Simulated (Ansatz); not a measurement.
ClF₃Hf

Input

```
crystal:
  periodic: [false, false, false]
  atoms:
    - { symbol: Hf, position_ang: [0.0, 0.0, 0.0] }
    - { symbol: Cl, position_ang: [0.0, 0.0, 2.52] }
    - { symbol: F, position_ang: [1.8671, 0.0, -0.6593] }
    - { symbol: F, position_ang: [-0.9326, 1.6157, -0.6593] }
    - { symbol: F, position_ang: [-0.9326, -1.6157, -0.6593] }
basis:
  gaussian: { orbitals: def2-SVP }
hamiltonian:
  xc: lda
relax:
  f_tol: 0.02
  max_steps: 40
output:
  orbitals: {}
```

Command:

```sh
ansatz run input.yaml --threads 1 --pin off --max-ram 2048MiB --backend cpu --events-out ev --progress --plain --runs-dir out
```

The fields are those of the run's last geometry, not of the input's.

Core potentials replace the inner electrons of Hf.

The calculation used RKS LDA/def2-SVP in Ansatz 0.2.0.

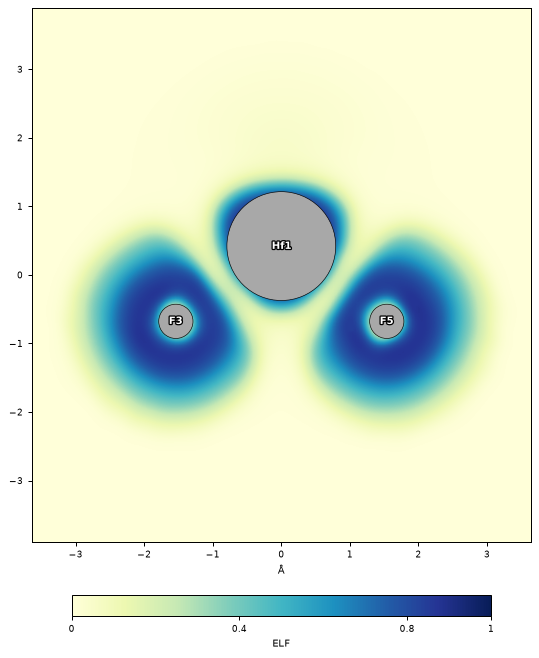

Figure 1. Electron localisation function on the plane of atoms F3, Hf1 and F5. Grey discs cover the atomic cores.

### Read the bonding off the picture.

- Atoms in the plane: Hf and F.
- Hf–F (1.89 Å): the ELF peaks at about 0.85 in the valence shell of F, 0.5 Å from its nucleus, and drops to about 0.20 between the two atoms.

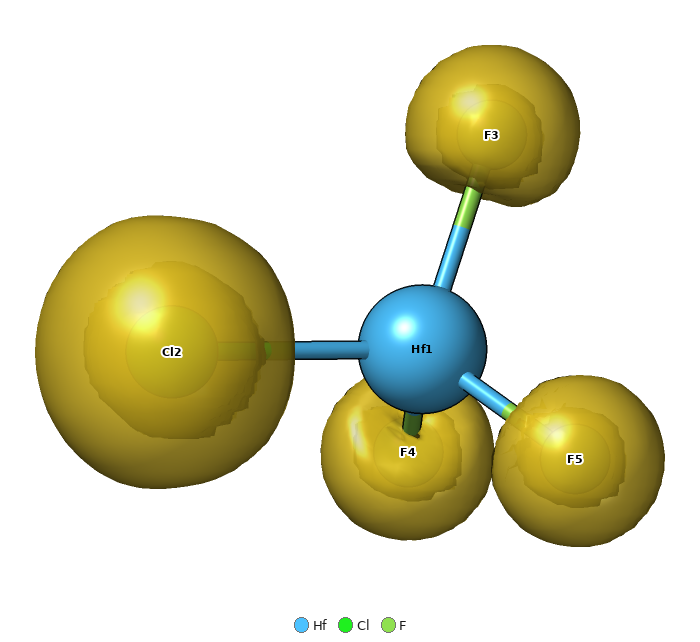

Figure 2. Isosurface of the ELF at 0.8 (yellow), seen at a tilt. Only the valence region is drawn (cores and ρ < 0.01 e/Å³ removed).

### Identify the bonds, lone pairs and shells in this picture.

The surface consists of one region wrapped around Cl (its valence shell) and three regions wrapped around F (the valence shell of each). Profiles from the grid: Hf–Cl (2.33 Å): the ELF peaks at about 0.85 in the valence shell of Cl, 0.8 Å from its nucleus, and is about 0.35 at the midpoint.
